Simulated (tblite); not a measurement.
# Geometry relaxation of CH₃FGeO

CH₃FGeO, multiplicity 3, SMILES F[C][O][GeH3], computed with GFN2-xTB geometry optimisation, gas phase (tblite 0.8.0).

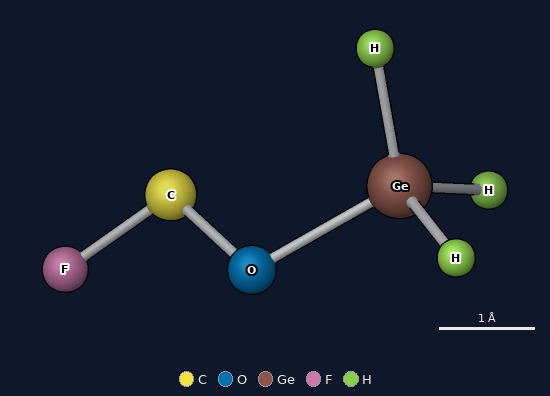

*The starting structure (ball-and-stick view, seen at a tilt). Sticks mark near contacts.*

Input file:
```
{"job": {"kind": "relax", "xc": "GFN2-xTB", "basis": "xTB"}, "charge": 0, "multiplicity": 3}
C      1.645224    -0.366051     0.393120
O      0.512361    -0.686377    -0.336637
Ge    -0.888887     0.345029     0.187408
F      2.633295    -1.267295     0.011477
H     -0.494855     1.842600     0.277109
H     -1.880917     0.252994    -1.024891
H     -1.521002    -0.157227     1.462546
```

The first line tells a small driver script what to run in tblite; the rest is the geometry in Å.

Machine: 1 CPU thread, shared host.

Launch command:
```bash
OMP_NUM_THREADS=1 python <driver script> task.json out
```

What the program printed:
```
step      E/eV     max force
  0    -386.69816    3.626
  1    -386.93364    1.391
  2    -387.01413    1.086
  3    -387.06608    0.483
  4    -387.07616    0.336
  5    -387.08256    0.213
  6    -387.08577    0.208
  7    -387.09145    0.307
  8    -387.09627    0.318
  9    -387.09991    0.219
 10    -387.10212    0.137
 11    -387.10377    0.139
 12    -387.10529    0.160
 13    -387.10678    0.145
 14    -387.10779    0.098
 15    -387.10845    0.104
 16    -387.10927    0.104
 17    -387.11059    0.138
 18    -387.11246    0.180
 19    -387.11437    0.164
 20    -387.11567    0.114
 21    -387.11630    0.076
 22    -387.11674    0.076
 23    -387.11743    0.123
 24    -387.11832    0.130
 25    -387.11899    0.075
 26    -387.11924    0.042
 27    -387.11934    0.039
 28    -387.11948    0.060
 29    -387.11977    0.097
 30    -387.12048    0.140
 31    -387.12162    0.155
 32    -387.12299    0.211
 33    -387.12532    0.213
 34    -387.12876    0.245
 35    -387.12848    0.781
 36    -387.14370    0.538
 37    -387.15991    0.733
 38    -387.17445    0.974
 39    -387.19860    0.725
 40    -387.18569    1.331
 41    -387.20651    0.743
 42    -387.21597    0.222
 43    -387.22085    0.171
 44    -387.22443    0.265
 45    -387.22783    0.178
 46    -387.23169    0.078
 47    -387.23308    0.077
 48    -387.23399    0.070
 49    -387.23469    0.115
 50    -387.23543    0.104
 51    -387.23697    0.158
 52    -387.23974    0.241
 53    -387.24556    0.425
 54    -387.25403    0.464
 55    -387.27256    0.477
 56    -387.25925    1.836
 57    -387.29254    0.247
 58    -387.29429    0.179
 59    -387.29721    0.106
 60    -387.29827    0.067
 61    -387.29902    0.066
 62    -387.29962    0.069
 63    -387.30021    0.065
 64    -387.30098    0.104
 65    -387.30197    0.134
 66    -387.30379    0.164
 67    -387.30688    0.241
 68    -387.30989    0.255
 69    -387.31298    0.116
 70    -387.31445    0.178
 71    -387.31627    0.131
 72    -387.31844    0.141
 73    -387.32262    0.205
 74    -387.32360    0.171
 75    -387.32464    0.090
 76    -387.32524    0.145
 77    -387.32585    0.115
 78    -387.32630    0.072
 79    -387.32666    0.047
 80    -387.32696    0.055
 81    -387.32735    0.067
 82    -387.32806    0.078
 83    -387.32885    0.120
 84    -387.33070    0.109
 85    -387.33307    0.105
 86    -387.33832    0.254
 87    -387.32756    0.924
 88    -387.34367    0.174
 89    -387.34627    0.194
 90    -387.34688    0.279
 91    -387.34905    0.107
 92    -387.34946    0.085
 93    -387.34975    0.070
 94    -387.34993    0.049
 95    -387.35040    0.069
 96    -387.35057    0.061
 97    -387.35110    0.079
 98    -387.35165    0.075
 99    -387.35219    0.073
100    -387.35285    0.113
101    -387.35412    0.175
102    -387.35594    0.308
103    -387.35898    0.366
104    -387.36401    0.223
105    -387.36613    0.141
106    -387.36226    0.936
107    -387.36833    0.157
108    -387.36918    0.130
109    -387.37004    0.285
110    -387.37079    0.256
111    -387.37239    0.092
112    -387.37300    0.212
113    -387.37406    0.072
114    -387.37610    0.136
115    -387.37784    0.343
116    -387.38273    0.225
117    -387.38333    0.392
118    -387.38568    0.193
119    -387.38657    0.182
120    -387.38812    0.171
121    -387.38867    0.117
122    -387.38898    0.055
123    -387.38913    0.111
124    -387.38934    0.077
125    -387.38986    0.070
126    -387.39036    0.054
127    -387.39026    0.163
128    -387.39061    0.024
129    -387.39069    0.040
130    -387.39080    0.032
131    -387.39085    0.033
132    -387.39094    0.027
133    -387.39101    0.016
134    -387.39108    0.012
135    -387.39113    0.012
136    -387.39115    0.006
```

Trajectory as extended XYZ (Å, eV, eV/Å), 29 frames, from step=0 to step=136:
```
7
Properties=species:S:1:pos:R:3:forces:R:3 step=0 energy=-386.69816
C     1.6452   -0.3661    0.3931   -0.5690  -2.6250  -2.4350
O     0.5124   -0.6864   -0.3366    0.8320   1.6720   1.7630
Ge   -0.8889    0.3450    0.1874   -0.8330   0.5500  -0.9670
F     2.6333   -1.2673    0.0115   -0.4160   1.2990   0.9750
H    -0.4949    1.8426    0.2771    0.1330  -0.6490   0.0790
H    -1.8809    0.2530   -1.0249    0.5840  -0.1790   0.6350
H    -1.5210   -0.1572    1.4625    0.2680  -0.0680  -0.0500
7
Properties=species:S:1:pos:R:3:forces:R:3 step=5 energy=-387.08256
C     1.6326   -0.4468    0.3310   -0.0170  -0.0520   0.0450
O     0.4675   -0.5921   -0.2940    0.1640   0.0850  -0.0420
Ge   -0.9490    0.3872    0.1610   -0.0870   0.0440  -0.0080
F     2.6733   -1.2507    0.0448   -0.1880   0.0240  -0.0410
H    -0.4792    1.7968    0.2872    0.0990   0.0930   0.0800
H    -1.8487    0.2230   -1.0054   -0.0040  -0.1830  -0.1100
H    -1.4913   -0.1537    1.4456    0.0340  -0.0110   0.0750
7
Properties=species:S:1:pos:R:3:forces:R:3 step=10 energy=-387.10212
C     1.6189   -0.4569    0.3555   -0.0430  -0.0070   0.0450
O     0.4764   -0.5381   -0.3115   -0.0380   0.0790  -0.0230
Ge   -0.9709    0.4066    0.1536    0.1270  -0.0390   0.0360
F     2.6444   -1.2616    0.0299   -0.0290  -0.0350  -0.0300
H    -0.4519    1.8101    0.3142   -0.1120  -0.0380  -0.0150
H    -1.8397    0.1569   -1.0335    0.0690  -0.0110   0.0680
H    -1.4721   -0.1533    1.4620    0.0270   0.0510  -0.0810
7
Properties=species:S:1:pos:R:3:forces:R:3 step=15 energy=-387.10845
C     1.6081   -0.4682    0.3731    0.0310  -0.0500  -0.0020
O     0.4833   -0.5054   -0.3240    0.0260   0.0070  -0.0020
Ge   -0.9585    0.4076    0.1552   -0.0330   0.0220  -0.0470
F     2.6234   -1.2725    0.0181    0.0430  -0.0370   0.0050
H    -0.4730    1.8130    0.3190   -0.0600   0.0840  -0.0140
H    -1.8182    0.1329   -1.0248   -0.0020   0.0130  -0.0070
H    -1.4599   -0.1437    1.4535   -0.0050  -0.0380   0.0680
7
Properties=species:S:1:pos:R:3:forces:R:3 step=20 energy=-387.11567
C     1.6137   -0.5177    0.3928    0.0220   0.0190  -0.0040
O     0.5107   -0.4572   -0.3374   -0.0230   0.0490   0.1000
Ge   -0.9566    0.4236    0.1581    0.0600  -0.0290   0.0230
F     2.6249   -1.3140    0.0053   -0.0270  -0.0230  -0.0170
H    -0.5534    1.8631    0.3105   -0.0160  -0.0290  -0.0040
H    -1.7952    0.1130   -1.0234   -0.0580   0.0070  -0.0630
H    -1.4390   -0.1472    1.4642    0.0430   0.0060  -0.0350
7
Properties=species:S:1:pos:R:3:forces:R:3 step=25 energy=-387.11899
C     1.6285   -0.5282    0.4074    0.0250   0.0300  -0.0030
O     0.5244   -0.4234   -0.3138    0.0280  -0.0100  -0.0110
Ge   -0.9553    0.4254    0.1544   -0.0560   0.0260  -0.0430
F     2.6121   -1.3441   -0.0104   -0.0140  -0.0240  -0.0050
H    -0.5932    1.8756    0.3062   -0.0010  -0.0070  -0.0110
H    -1.7961    0.1070   -1.0343    0.0460   0.0090   0.0440
H    -1.4150   -0.1487    1.4607   -0.0280  -0.0240   0.0300
7
Properties=species:S:1:pos:R:3:forces:R:3 step=30 energy=-387.12048
C     1.6443   -0.5167    0.4023    0.0070  -0.0120  -0.0800
O     0.5336   -0.4075   -0.3085    0.0010   0.0460   0.0350
Ge   -0.9597    0.4286    0.1580    0.0480  -0.0690   0.1120
F     2.6000   -1.3682   -0.0145   -0.0260   0.0030   0.0370
H    -0.6087    1.8799    0.2982    0.0060   0.0200   0.0190
H    -1.7819    0.1046   -1.0318   -0.0410  -0.0270  -0.0660
H    -1.4224   -0.1572    1.4664    0.0050   0.0400  -0.0570
7
Properties=species:S:1:pos:R:3:forces:R:3 step=35 energy=-387.12848
C     1.7868   -0.4504    0.3263   -0.0700  -0.5140  -0.4470
O     0.6340   -0.1589   -0.2389    0.7070  -0.1190   0.1150
Ge   -0.9700    0.4278    0.2177   -0.0620   0.2220  -0.4200
F     2.4382   -1.6021   -0.0388   -0.4090   0.6090   0.2680
H    -0.7697    1.9294    0.2692   -0.0870  -0.2370   0.1230
H    -1.6632    0.0114   -1.0526    0.0010   0.0360   0.2180
H    -1.4509   -0.1934    1.4872   -0.0790   0.0020   0.1430
7
Properties=species:S:1:pos:R:3:forces:R:3 step=40 energy=-387.18569
C     1.8924   -0.4846    0.2411   -0.8310   0.4710  -0.3970
O     0.8553    0.1514   -0.2451    0.9880  -0.7410   0.4970
Ge   -0.9360    0.4411    0.2056    0.0730   0.1640   0.2760
F     2.1842   -1.7824   -0.0291   -0.2590   0.3580  -0.0070
H    -0.9973    1.9503    0.3213    0.0370  -0.2770  -0.1830
H    -1.5372   -0.1494   -1.0267   -0.1080   0.0760  -0.0100
H    -1.4562   -0.1628    1.5029    0.1010  -0.0510  -0.1770
7
Properties=species:S:1:pos:R:3:forces:R:3 step=45 energy=-387.22783
C     1.9223   -0.4586    0.2038   -0.0950  -0.0940  -0.0420
O     0.9036    0.1434   -0.2601    0.1580  -0.0260   0.0400
Ge   -0.9244    0.4332    0.2369   -0.0040  -0.0300  -0.0020
F     2.1471   -1.7815   -0.0053   -0.0480   0.1700   0.0210
H    -1.0105    1.9236    0.3056    0.0350   0.0190  -0.0910
H    -1.5390   -0.1279   -1.0087   -0.0400   0.0510   0.0460
H    -1.4938   -0.1685    1.4980   -0.0070  -0.0890   0.0290
7
Properties=species:S:1:pos:R:3:forces:R:3 step=50 energy=-387.23543
C     1.9805   -0.4812    0.1713    0.0170   0.0490   0.0100
O     1.0582    0.1921   -0.3081    0.0580  -0.0750   0.0160
Ge   -0.9178    0.4436    0.2814   -0.0180   0.0370  -0.0110
F     2.0820   -1.8182    0.0217    0.0580  -0.0370  -0.0490
H    -1.1156    1.9341    0.2579   -0.0210   0.0030   0.0590
H    -1.5429   -0.1058   -0.9703   -0.0330  -0.0500   0.0150
H    -1.5393   -0.2010    1.5162   -0.0600   0.0740  -0.0400
7
Properties=species:S:1:pos:R:3:forces:R:3 step=55 energy=-387.27256
C     2.1001   -0.6069    0.2423   -0.2120  -0.0510  -0.2400
O     1.3748    0.1930   -0.2910    0.1360  -0.2950   0.1820
Ge   -0.9824    0.5273    0.2415    0.3090   0.3600   0.0560
F     2.1314   -1.9258   -0.0396    0.0620   0.2730   0.0500
H    -1.3861    2.0212    0.2664   -0.0550  -0.3040   0.0280
H    -1.6915   -0.0928   -0.9398   -0.1160  -0.0340  -0.0910
H    -1.5412   -0.1524    1.4902   -0.1250   0.0510   0.0160
7
Properties=species:S:1:pos:R:3:forces:R:3 step=60 energy=-387.29827
C     2.1453   -0.6653    0.2563    0.0020   0.0220   0.0330
O     1.4366    0.1389   -0.2694   -0.0240   0.0080  -0.0430
Ge   -0.9755    0.5845    0.2200   -0.0390   0.0400   0.0250
F     2.2252   -1.9593   -0.0589    0.0280  -0.0600  -0.0140
H    -1.5007    2.0289    0.2823   -0.0110  -0.0630  -0.0030
H    -1.7627   -0.0617   -0.9237    0.0420   0.0280  -0.0290
H    -1.5630   -0.1024    1.4634    0.0030   0.0240   0.0300
7
Properties=species:S:1:pos:R:3:forces:R:3 step=65 energy=-387.30197
C     2.1376   -0.6662    0.2356    0.1010  -0.0550   0.0040
O     1.4028    0.1103   -0.2973   -0.0180  -0.0660  -0.0100
Ge   -0.9782    0.5970    0.2502    0.0020  -0.0270  -0.0010
F     2.2648   -1.9684   -0.0494   -0.0720   0.1130  -0.0020
H    -1.5180    2.0291    0.2743   -0.0260   0.0180   0.0320
H    -1.7131   -0.0461   -0.9244    0.0250  -0.0170  -0.0260
H    -1.5906   -0.0921    1.4812   -0.0130   0.0340   0.0030
7
Properties=species:S:1:pos:R:3:forces:R:3 step=70 energy=-387.31445
C     2.1867   -0.6213    0.0848   -0.1370  -0.0120  -0.1140
O     1.3347    0.0581   -0.4053    0.0990  -0.0730   0.0810
Ge   -0.9641    0.5808    0.3462   -0.0350   0.0320   0.0300
F     2.2374   -1.9578    0.0318    0.0310   0.0760   0.0220
H    -1.5366    2.0014    0.3006    0.0250   0.0760  -0.0030
H    -1.5276   -0.0534   -0.9300    0.0170  -0.0540   0.0890
H    -1.7253   -0.0442    1.5420   -0.0010  -0.0460  -0.1050
7
Properties=species:S:1:pos:R:3:forces:R:3 step=75 energy=-387.32464
C     2.1900   -0.5946   -0.0086   -0.0010  -0.0770  -0.0460
O     1.2738    0.0137   -0.4678   -0.0050   0.0390   0.0430
Ge   -0.9581    0.5806    0.4061   -0.0540  -0.0230  -0.0290
F     2.2654   -1.9272    0.0801    0.0340   0.0360   0.0110
H    -1.4772    2.0271    0.3146    0.0190  -0.0240  -0.0160
H    -1.4593   -0.0929   -0.8748    0.0120   0.0380   0.0190
H    -1.8294   -0.0429    1.5206   -0.0050   0.0120   0.0180
7
Properties=species:S:1:pos:R:3:forces:R:3 step=80 energy=-387.32696
C     2.2072   -0.5982   -0.0504   -0.0100   0.0110   0.0190
O     1.2497   -0.0261   -0.4699    0.0050  -0.0010  -0.0140
Ge   -0.9770    0.5811    0.4246    0.0250  -0.0480  -0.0050
F     2.3231   -1.9207    0.0969    0.0070   0.0020  -0.0110
H    -1.4648    2.0337    0.3152    0.0020   0.0090   0.0060
H    -1.4566   -0.0753   -0.8688   -0.0060   0.0020  -0.0090
H    -1.8764   -0.0308    1.5224   -0.0220   0.0250   0.0140
7
Properties=species:S:1:pos:R:3:forces:R:3 step=85 energy=-387.33307
C     2.1839   -0.5480   -0.1634    0.0070   0.0940   0.0450
O     1.1223   -0.1402   -0.5258    0.0490  -0.0290  -0.0210
Ge   -0.9993    0.4845    0.4683   -0.0560   0.0430   0.0280
F     2.4643   -1.8112    0.1641    0.0020  -0.0570  -0.0330
H    -1.2275    2.0077    0.3691    0.0350  -0.0790  -0.0190
H    -1.4892   -0.0708   -0.8700   -0.0460   0.0070   0.0410
H    -2.0493    0.0416    1.5279    0.0080   0.0210  -0.0410
7
Properties=species:S:1:pos:R:3:forces:R:3 step=90 energy=-387.34688
C     2.1439   -0.4637   -0.1375   -0.1570  -0.1640  -0.0510
O     1.0298   -0.2775   -0.5349    0.2600  -0.0040   0.1020
Ge   -1.0750    0.3362    0.4490   -0.0210   0.1140  -0.0570
F     2.6694   -1.6608    0.1687   -0.0790   0.1800  -0.0580
H    -0.8316    1.8594    0.4109   -0.0240  -0.1450  -0.0040
H    -1.7366    0.0167   -0.8928    0.0460   0.0020   0.0350
H    -2.1947    0.1534    1.5067   -0.0250   0.0180   0.0330
7
Properties=species:S:1:pos:R:3:forces:R:3 step=95 energy=-387.35040
C     2.1548   -0.4706   -0.1461    0.0520   0.0370   0.0250
O     1.0476   -0.2605   -0.5376   -0.0510   0.0120  -0.0060
Ge   -1.0821    0.3410    0.4544    0.0120  -0.0390   0.0220
F     2.6591   -1.6670    0.1670    0.0020  -0.0410  -0.0210
H    -0.8472    1.8504    0.4103   -0.0040   0.0180  -0.0120
H    -1.7224    0.0092   -0.8891    0.0040  -0.0080  -0.0010
H    -2.2046    0.1613    1.5112   -0.0150   0.0200  -0.0080
7
Properties=species:S:1:pos:R:3:forces:R:3 step=100 energy=-387.35285
C     2.1608   -0.4603   -0.1499    0.0130  -0.0460   0.0240
O     1.0562   -0.2176   -0.5262    0.0210  -0.0090   0.0390
Ge   -1.0838    0.3204    0.4849    0.0530   0.0660  -0.0330
F     2.6400   -1.6779    0.1292   -0.0210   0.0480  -0.0480
H    -0.8426    1.8294    0.4098    0.0230   0.0030  -0.0290
H    -1.6782   -0.0386   -0.8714   -0.0070  -0.0230  -0.0210
H    -2.2473    0.2082    1.4938   -0.0810  -0.0390   0.0690
7
Properties=species:S:1:pos:R:3:forces:R:3 step=105 energy=-387.36613
C     2.1931   -0.4691   -0.0728   -0.0980  -0.0720  -0.0170
O     1.1211   -0.0678   -0.4081    0.1140  -0.0530   0.0630
Ge   -1.0826    0.3443    0.5174   -0.0170  -0.0300   0.0030
F     2.5720   -1.7537   -0.0391   -0.0470   0.1280  -0.0320
H    -0.8933    1.8506    0.3223   -0.0270  -0.0100  -0.0030
H    -1.6013   -0.1545   -0.8346    0.0270   0.0060   0.0190
H    -2.3037    0.2138    1.4850    0.0470   0.0310  -0.0320
7
Properties=species:S:1:pos:R:3:forces:R:3 step=110 energy=-387.37079
C     2.1941   -0.4826   -0.0168   -0.1700  -0.0470  -0.0940
O     1.1622    0.0157   -0.3530    0.1910  -0.1220   0.1190
Ge   -1.0665    0.3497    0.5137   -0.0080   0.0430   0.0020
F     2.5026   -1.7837   -0.1131   -0.0470   0.1640  -0.0090
H    -0.9424    1.8573    0.2808   -0.0010  -0.0270  -0.0060
H    -1.5652   -0.1982   -0.8244    0.0200  -0.0110   0.0000
H    -2.2796    0.2055    1.4828    0.0140   0.0000  -0.0120
7
Properties=species:S:1:pos:R:3:forces:R:3 step=115 energy=-387.37784
C     2.1960   -0.5210    0.0778   -0.2200  -0.0810  -0.1710
O     1.2574    0.1764   -0.1649    0.2070  -0.2510   0.1070
Ge   -1.0489    0.3647    0.5313   -0.0040   0.0110  -0.0400
F     2.3517   -1.7963   -0.3195   -0.0400   0.3130   0.0730
H    -0.9899    1.8484    0.1718    0.0010  -0.0120  -0.0060
H    -1.4606   -0.3285   -0.7768    0.0450   0.0160   0.0500
H    -2.3005    0.2201    1.4505    0.0110   0.0030  -0.0140
7
Properties=species:S:1:pos:R:3:forces:R:3 step=120 energy=-387.38812
C     2.1824   -0.5386    0.0882   -0.1090   0.0420  -0.0420
O     1.2590    0.2046   -0.0378    0.1270  -0.1120   0.0230
Ge   -1.0475    0.3755    0.5838   -0.0290   0.0050  -0.0220
F     2.2941   -1.7520   -0.4611   -0.0200   0.0750   0.0230
H    -0.9704    1.8270    0.1102    0.0040  -0.0200   0.0030
H    -1.3231   -0.4295   -0.6955    0.0060   0.0090   0.0270
H    -2.3893    0.2767    1.3824    0.0220   0.0020  -0.0120
7
Properties=species:S:1:pos:R:3:forces:R:3 step=125 energy=-387.38986
C     2.1767   -0.5443    0.0968   -0.0530  -0.0350  -0.0290
O     1.2757    0.2308    0.0503    0.0640  -0.0180   0.0020
Ge   -1.0508    0.3771    0.6115    0.0110  -0.0220  -0.0080
F     2.2369   -1.7125   -0.5490   -0.0010   0.0610   0.0300
H    -0.9419    1.8005    0.0713   -0.0040   0.0060  -0.0080
H    -1.2525   -0.4997   -0.6323   -0.0020   0.0030  -0.0030
H    -2.4390    0.3117    1.3215   -0.0140   0.0050   0.0170
7
Properties=species:S:1:pos:R:3:forces:R:3 step=130 energy=-387.39080
C     2.1666   -0.5580    0.1138    0.0130  -0.0290  -0.0010
O     1.3047    0.2600    0.1009   -0.0100  -0.0020  -0.0060
Ge   -1.0419    0.3771    0.6125   -0.0030   0.0090   0.0100
F     2.1819   -1.6913   -0.5909   -0.0020   0.0300   0.0080
H    -0.9477    1.7895    0.0381    0.0010   0.0020   0.0000
H    -1.2193   -0.5266   -0.6149   -0.0060  -0.0120  -0.0080
H    -2.4391    0.3130    1.3107    0.0080   0.0010  -0.0040
7
Properties=species:S:1:pos:R:3:forces:R:3 step=135 energy=-387.39113
C     2.1579   -0.5763    0.1374    0.0110   0.0030   0.0040
O     1.3121    0.2589    0.1504   -0.0050   0.0010   0.0030
Ge   -1.0447    0.3783    0.6118    0.0040  -0.0050   0.0060
F     2.1753   -1.6614   -0.6373   -0.0030  -0.0040  -0.0030
H    -0.9315    1.7806    0.0172   -0.0020   0.0010  -0.0040
H    -1.2136   -0.5493   -0.5998   -0.0030   0.0010  -0.0070
H    -2.4504    0.3327    1.2905   -0.0010   0.0030   0.0020
7
Properties=species:S:1:pos:R:3:forces:R:3 step=136 energy=-387.39115
C     2.1578   -0.5783    0.1407    0.0010  -0.0010  -0.0030
O     1.3136    0.2583    0.1587    0.0010  -0.0030   0.0010
Ge   -1.0453    0.3771    0.6114    0.0020  -0.0010   0.0050
F     2.1747   -1.6567   -0.6438   -0.0010   0.0040   0.0030
H    -0.9282    1.7784    0.0145   -0.0010  -0.0010  -0.0030
H    -1.2151   -0.5517   -0.5994   -0.0010   0.0000  -0.0050
H    -2.4523    0.3367    1.2880   -0.0010   0.0010   0.0020
```

Key numbers:

| quantity | value |
| --- | --- |
| outcome | converged |
| total energy | −387.3911 eV |
| wall time | 0.96 s |
| peak memory | 0.18 GiB |
